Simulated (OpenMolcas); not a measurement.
## Multiconfigurational calculation for Pd²⁺ complex

System: Pd²⁺ with 6 ligands (S; octahedron, 2.59 Å), neutralised by 6 outer point charges of +1.7 e, whose field is part of the energies.
Method: state-averaged SS-CASPT2, IPEA shift 0.25, imaginary shift 0.1 hartree, closed shells 4s 4p of the metal and the valence shells of the ligands correlated, active space 8 electrons in the shell 4d, basis ANO-RCC-VDZP on the metal and ANO-RCC-VDZP on the ligands, DKH2 scalar Hamiltonian, spin-orbit coupling by RASSI with atomic mean-field integrals (OpenMolcas).

Input:
```
&GATEWAY
Coord
7

Pd 0.0 0.0 0.0
S 2.590000 0.000000 0.000000
S 0.000000 2.590000 0.000000
S -2.590000 0.000000 0.000000
S 0.000000 -2.590000 0.000000
S 0.000000 0.000000 2.590000
S 0.000000 0.000000 -2.590000
Basis=Pd.ANO-RCC-VDZP,S.ANO-RCC-VDZP
Group=XYZ
NoMove
AngMom=0.0 0.0 0.0
AMFI
RICD
XField
3 Angstrom 0
5.790000 0.000000 0.000000 1.666667
0.000000 5.790000 0.000000 1.666667
0.000000 0.000000 5.790000 1.666667
&SEWARD
&RASSCF
FileOrb=start.orb
Symmetry=1
Spin=3
nActEl=8 0 0
Inactive=36 36
Ras2=5 0
CIRoot=10 10 1
SDav=10
CIMx=300
Iter=150 100
PrWF=0.3
OrbListing=Nothing
MaxOrb=0
LevShft=1.0
>>> COPY $Project.JobIph JOB001
&RASSCF
FileOrb=start.orb
Symmetry=1
Spin=1
nActEl=8 0 0
Inactive=36 36
Ras2=5 0
CIRoot=15 15 1
SDav=15
CIMx=300
Iter=150 100
PrWF=0.3
OrbListing=Nothing
MaxOrb=0
LevShft=1.0
>>> COPY $Project.JobIph JOB002
&RASSI
NrOfJobIphs=2 10 15
1 2 3 4 5 6 7 8 9 10
1 2 3 4 5 6 7 8 9 10 11 12 13 14 15
IphNames
JOB001
JOB002
EJob
SpinOrbit
DIPRint=1.0
SOCoupling=1000.0
Subsets=2
Property=9
'ANGMOM' 1 'ANGMOM' 2 'ANGMOM' 3 'MLTPL  1' 1 'MLTPL  1' 2 'MLTPL  1' 3
'AMFI' 1 'AMFI' 2 'AMFI' 3
SOProperty=3
'ANGMOM' 1 'ANGMOM' 2 'ANGMOM' 3
>>> COPY JOB001 $Project.JobIph
&CASPT2
Multistate=10 1 2 3 4 5 6 7 8 9 10
NoMult
Frozen=23 21
IPEA=0.25
Imaginary=0.1
MaxIter=60
WThr=0.0 0.3 0.05
PrWF=0.5
NoMix
>>> COPY JOB002 $Project.JobIph
&CASPT2
Multistate=15 1 2 3 4 5 6 7 8 9 10 11 12 13 14 15
NoMult
Frozen=23 21
IPEA=0.25
Imaginary=0.1
MaxIter=60
WThr=0.0 0.3 0.05
PrWF=0.5
NoMix
```

The file start.orb holds starting orbitals from an earlier step. A driver script formed the levels outside the program, from RASSI's spin-orbit matrix and the CASPT2 energies (for multi-state variants, the effective Hamiltonian), averaged over the components of each term or state. The log and the time are those of the CASPT2 step.

Hardware: 1 thread of Arm Neoverse V1, 24 GiB of memory available, shared host.

Run as:
```bash
OMP_NUM_THREADS=1 MOLCAS_MEM=2457 MOLCAS_PROJECT=a pymolcas a.inp > a.log  # once for each step of the input, in one work folder
```

Output (extracts):
```
--- CASPT2 ---
Orbital specifications:
      -----------------------

      Symmetry species                           1   2
                                                ag  au
      Frozen orbitals                           23  21
      Inactive orbitals                         13  15
      Active orbitals                            5   0
      Secondary orbitals                        34  40
      Deleted orbitals                           0   0
      Number of basis functions                 75  76
Type of calculation                        SS-CASPT2
      Fock operator                              state-specific
      IPEA shift                                 0.25
      Real shift                                 0.00
      Imaginary shift                            0.10
      The input orbitals will be transformed to quasi-canonical
Reference energy:       -7437.7008618220
      E2 (Non-variational):      -1.3723103272
      Shift correction:          -0.0033412961
      E2 (Variational):          -1.3756516233
      Total energy:           -7439.0765134453
      Residual norm:              0.0000006238
      Reference weight:           0.62018
      Contributions to the CASPT2 correlation energy
      Active & Virtual Only:         -0.1673317864
      One Inactive Excited:          -0.2476263832
      Two Inactive Excited:          -0.9573521577
Reference energy:       -7437.6791654543
      E2 (Non-variational):      -1.3620489214
      Shift correction:          -0.0034726036
      E2 (Variational):          -1.3655215249
      Total energy:           -7439.0446869793
      Residual norm:              0.0000004386
      Reference weight:           0.62085
      Contributions to the CASPT2 correlation energy
      Active & Virtual Only:         -0.1641527702
      One Inactive Excited:          -0.2460437073
      Two Inactive Excited:          -0.9518524439
::    CASPT2 Root  1     Total energy:  -7439.07651345
::    CASPT2 Root  2     Total energy:  -7439.04468698
::    CASPT2 Root  3     Total energy:  -7439.04490345
::    CASPT2 Root  4     Total energy:  -7439.04475534
::    CASPT2 Root  5     Total energy:  -7439.02608164
::    CASPT2 Root  6     Total energy:  -7439.02640420
::    CASPT2 Root  7     Total energy:  -7439.02653050
::    CASPT2 Root  8     Total energy:  -7438.99414155
::    CASPT2 Root  9     Total energy:  -7438.99376870
::    CASPT2 Root 10     Total energy:  -7438.99374592
--- CASPT2 ---
Orbital specifications:
      -----------------------

      Symmetry species                           1   2
                                                ag  au
      Frozen orbitals                           23  21
      Inactive orbitals                         13  15
      Active orbitals                            5   0
      Secondary orbitals                        34  40
      Deleted orbitals                           0   0
      Number of basis functions                 75  76
Type of calculation                        SS-CASPT2
      Fock operator                              state-specific
      IPEA shift                                 0.25
      Real shift                                 0.00
      Imaginary shift                            0.10
      The input orbitals will be transformed to quasi-canonical
Reference energy:       -7437.6500926415
      E2 (Non-variational):      -1.4022206467
      Shift correction:          -0.0038599530
      E2 (Variational):          -1.4060805997
      Total energy:           -7439.0561732412
      Residual norm:              0.0000003888
      Reference weight:           0.60886
      Contributions to the CASPT2 correlation energy
      Active & Virtual Only:         -0.1606962326
      One Inactive Excited:          -0.2767901620
      Two Inactive Excited:          -0.9647342521
Reference energy:       -7437.6500926414
      E2 (Non-variational):      -1.4021444742
      Shift correction:          -0.0038599610
      E2 (Variational):          -1.4060044352
      Total energy:           -7439.0560970766
      Residual norm:              0.0000003775
      Reference weight:           0.60889
      Contributions to the CASPT2 correlation energy
      Active & Virtual Only:         -0.1606487348
      One Inactive Excited:          -0.2767596567
      Two Inactive Excited:          -0.9647360827
::    CASPT2 Root  1     Total energy:  -7439.05617324
::    CASPT2 Root  2     Total energy:  -7439.05609708
::    CASPT2 Root  3     Total energy:  -7439.02489563
::    CASPT2 Root  4     Total energy:  -7439.02515415
::    CASPT2 Root  5     Total energy:  -7439.02493866
::    CASPT2 Root  6     Total energy:  -7439.03243788
::    CASPT2 Root  7     Total energy:  -7439.00633919
::    CASPT2 Root  8     Total energy:  -7439.00735303
::    CASPT2 Root  9     Total energy:  -7439.00741922
::    CASPT2 Root 10     Total energy:  -7438.97386978
::    CASPT2 Root 11     Total energy:  -7438.97358719
::    CASPT2 Root 12     Total energy:  -7438.97518336
::    CASPT2 Root 13     Total energy:  -7438.97526466
::    CASPT2 Root 14     Total energy:  -7438.97527564
::    CASPT2 Root 15     Total energy:  -7438.91326687
```

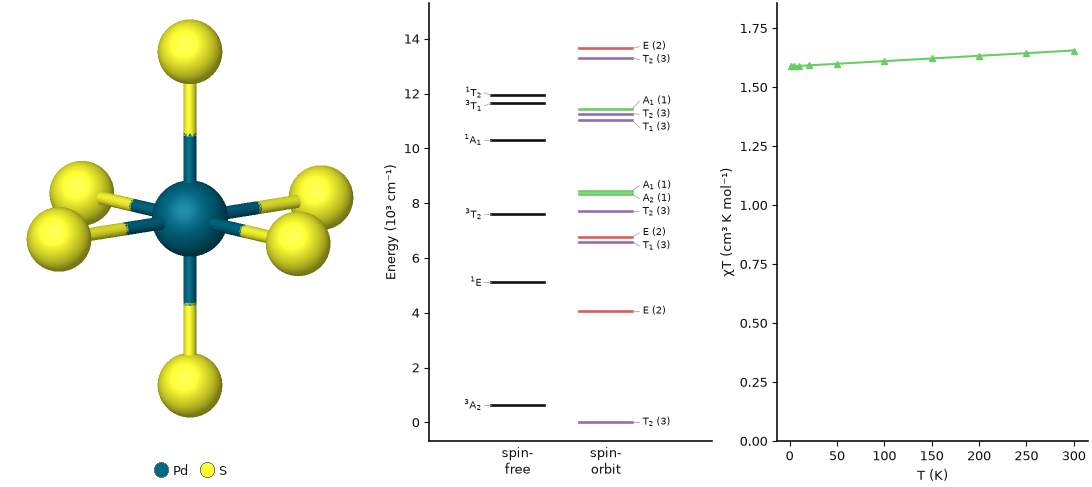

Fig. 1: Pd²⁺ (4d⁸) with 6 ligands, S²⁻, at 2.59 Å (arrangement: octahedron, Oh), neutralised by outer point charges of +1.7 e, and its levels and susceptibility. Labels give the representation in O, Td, D4 or D3 as the site allows (double group for half-integer spin) where it could be assigned and, in brackets, the degeneracy; spin-free states, where drawn, share the zero of the spin-orbit levels. Powder susceptibility by Van Vleck's formula. The ground level is T₂, 3-fold degenerate, 99 % from states of spin multiplicity 3. The next level lies at 4,050 cm⁻¹ (E). The lowest spin-free state is ³A₂; of the same spin there follow at 6,960 cm⁻¹ (³T₂) and 11,000 cm⁻¹ (³T₁) above it. χT is 1.59 cm³ K mol⁻¹ at 2 K and 1.66 at 300 K, an effective moment of 3.64 μB.

Summary:

| quantity | value |
| --- | --- |
| outcome | converged; degenerate states are split by up to 237 cm⁻¹ |
| energy of the lowest spin-free term | −7439.07651 hartree |
| energy of the lowest spin-orbit level | −7439.07941 hartree |
| CASPT2 correlation energy | −1.3757 hartree |
| largest spread among components of a term | 237.0 cm⁻¹ |
| lowest reference weight | 0.597 |
| wall time | 81 s |
| peak memory | 0.38 GiB |

Remarks:

The components of ¹T1, which symmetry makes degenerate, are split by 237 cm⁻¹ in CASPT2, and those of 4 more by over 50 cm⁻¹. This is an artefact; the levels of such states rest on averages and are uncertain by about as much. To bear in mind: covalent bonds, ligand orbitals missing from the active space; bare point charges leave oxide and sulfide ligands too diffuse, field too small; distances are set from ionic radii, not optimised.
